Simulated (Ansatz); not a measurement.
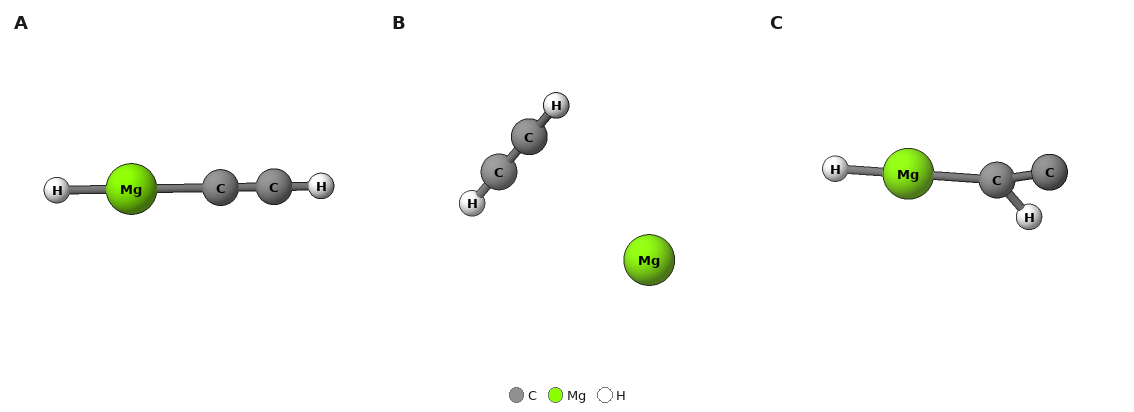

3 stationary structures of one formula. Geometries: PBE0-D4/def2-TZVP. Electronic energies: RHF-CCSD(T) (frozen core)/def2-TZVPP (Ansatz 0.2.0), without zero-point energy. No frequency run is at hand to confirm each as a minimum.

### Rank them by energy, lowest first.

A is lowest (C∞v); B lies 0.373 eV above it, C lies 1.826 eV above it.
